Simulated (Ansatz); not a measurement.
**GeH2NO (SMILES [NH2+]1[O][Ge]1) (charge +1): density, localisation and related maps**

```yaml
atoms:
  - { symbol: Ge, position_ang: [0.9454, 1.7221, -1.2075] }
  - { symbol: N, position_ang: [0.5645, -0.1424, -0.3226] }
  - { symbol: O, position_ang: [-0.0593, 0.2266, -1.6011] }
  - { symbol: H, position_ang: [1.1538, -0.9843, -0.4547] }
  - { symbol: H, position_ang: [-0.1722, -0.3146, 0.3855] }
```

Geometry: BLYP-D3(BJ)/def2-SVP.

These are results of isolated molecule in a Gaussian basis; Kohn-Sham density functional theory, functional PBE0 in Ansatz, not measurements.

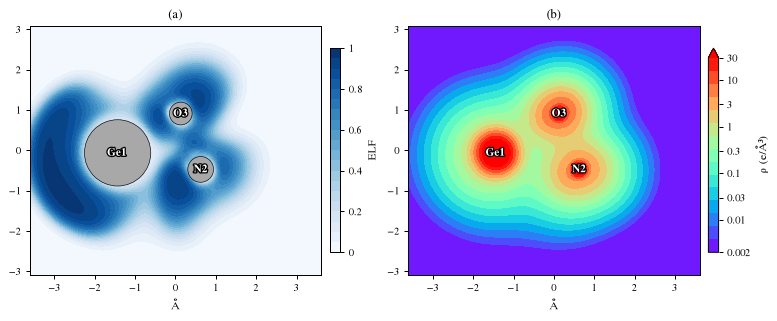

Figure 1. (a) electron localisation function; (b) total electron density on the plane of atoms Ge1, O3 and N2. Grey discs cover the atomic cores in the ELF map.

> What do the fields say about this system?

The plane passes through Ge, N and O nuclei. N–O (1.47 Å): ρ at the midpoint is about 1.9 e/Å³; the ELF peaks at about 0.80 between the atoms: a shared electron pair. Ge–O (1.84 Å): the density is about 0.88 e/Å³ at the midpoint; the ELF peaks at about 0.85 in the valence shell of O, 0.6 Å from its nucleus, and is about 0.35 at the midpoint. Ge–N (2.10 Å): ρ at the midpoint is about 0.53 e/Å³; the ELF peaks at about 0.80 in the valence shell of N, 0.6 Å from its nucleus, and is about 0.30 at the midpoint. The ELF also peaks beside O3, away from the bonds: lone-pair regions.

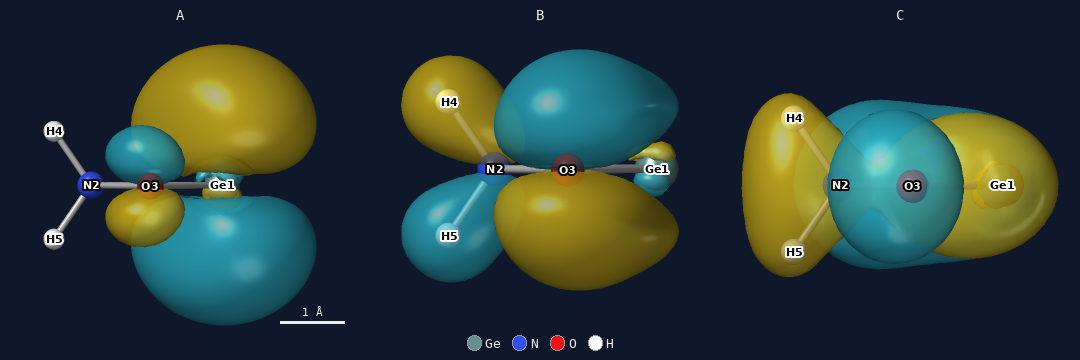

Figure 2. Three frontier orbitals at ±0.1 Å⁻³ᐟ² (yellow and cyan are the two phases), in no order.

> Order the three orbitals by energy and name them.

B is the HOMO−1 (−15.25 eV). By Hirshfeld shares it lies mainly on O3 (about 70 %), Ge1 (about 10 %) and N2 (about 10 %); largely a lone pair of O3. C is the HOMO (−14.73 eV). It lies mainly on O3 (about 45 %), N2 (about 30 %) and Ge1 (about 20 %). A is the LUMO (−8.64 eV). By Hirshfeld shares it lies mainly on Ge1 (about 90 %) and O3 (about 10 %).

> What is the HOMO–LUMO gap?

6.09 eV between the orbital energies.

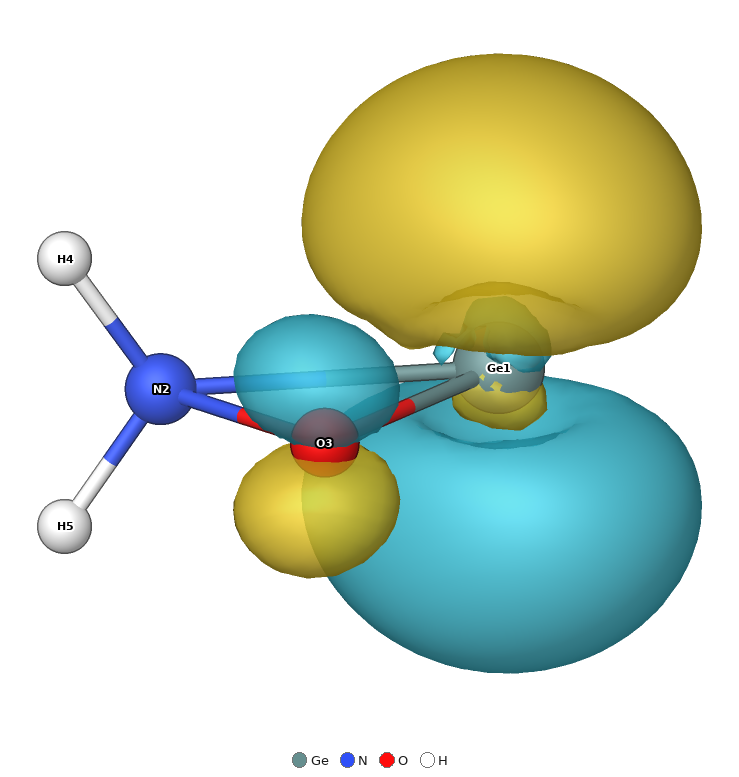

Figure 3. The LUMO at ±0.15 Å⁻³ᐟ² (yellow and cyan are the two phases), seen at a tilt.

> Where does this orbital lie, and at what energy?

It lies mainly on Ge1 (about 90 %) and O3 (about 10 %). Its energy is −8.64 eV.
